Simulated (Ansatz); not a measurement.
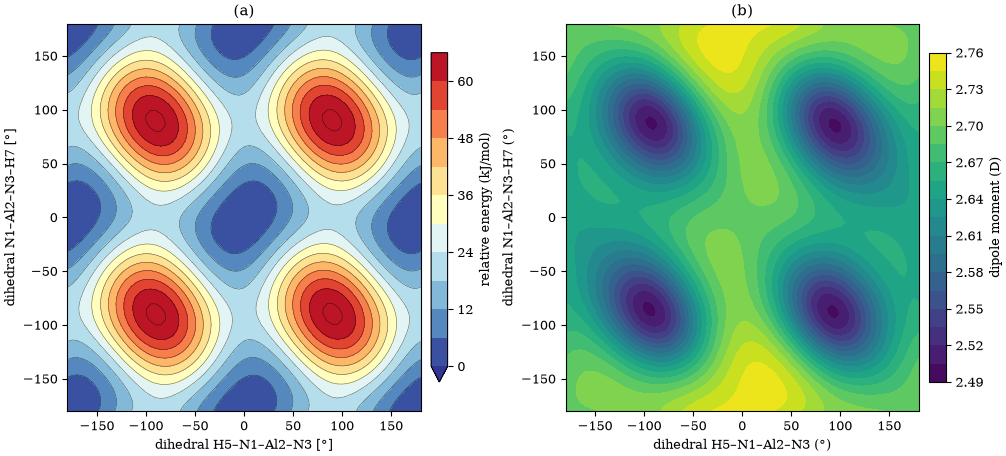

AlClH4N2, SMILES [NH2][Al]([NH2])[Cl]. Coordinates scanned: (1) dihedral H5–N1–Al2–N3; (2) dihedral N1–Al2–N3–H7. Nothing is relaxed (all other coordinates rigid). Grid: 18 × 18 points; 98 points were computed and 226 follow by symmetry. Points are written as (first, second). Energies are in kJ/mol, from the lowest grid point. Method: RKS CAM-B3LYP-D4/def2-SVP (Ansatz).

Panel (a) is the energy and panel (b) the computed dipole moment on the same grid.

In the figure: filled contours. Between grid points the surface is interpolated.

How does the dipole moment vary over the map, and what is it at the lowest grid point?

Answer. Leaving out the highest fifth of the energies, it runs from 2.59 D at (−140°, −60°) to 2.75 D at (−20°, 160°). At the lowest grid point, (−180°, 0°), it is 2.64 D.

```csv
"dihedral N1–Al2–N3–H7 ↓, dihedral H5–N1–Al2–N3 →",−180,−140,−100,−60,−20,20,60,100,140
160,2.69,2.68,2.69,2.73,2.75,2.74,2.70,2.70,2.71
120,2.68,2.62,2.56,2.65,2.73,2.70,2.60,2.58,2.66
80,2.66,2.61,2.51,2.56,2.69,2.70,2.58,2.50,2.59
40,2.65,2.65,2.61,2.62,2.68,2.71,2.66,2.59,2.61
0,2.64,2.65,2.66,2.68,2.69,2.69,2.68,2.66,2.65
−40,2.65,2.61,2.59,2.66,2.71,2.68,2.62,2.61,2.65
−80,2.66,2.59,2.50,2.58,2.70,2.69,2.56,2.51,2.61
−120,2.68,2.66,2.58,2.60,2.70,2.73,2.65,2.56,2.62
−160,2.69,2.71,2.70,2.70,2.74,2.75,2.73,2.69,2.68
```

The table holds every second grid line.
